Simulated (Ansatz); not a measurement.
The starting structures come from a database of crystals and need not be the phases stable at ambient conditions.

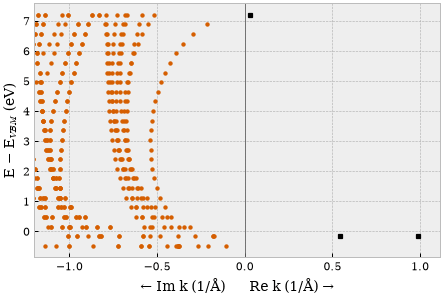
*Complex bands at the centre of the two-dimensional zone; r2SCAN (Ansatz, a first-principles code)*

The gap is the functional's own, uncorrected, and κ follows it; spin-orbit coupling is left out. Mid-gap values are interpolated between the computed energies.

Task: This is Rb₂GeF₆ (P-3m1, not sure to be the ambient phase, 9 atoms a cell, 15.5 Å³ an atom) along the normal of (110). Read off the slowest decay at the centre of the two-dimensional zone at 3.68 eV, the computed energy nearest the middle of the gap.

Result: κ ≈ 0.53 1/Å, a decay length 1/(2κ) of the density of 0.94 Å.
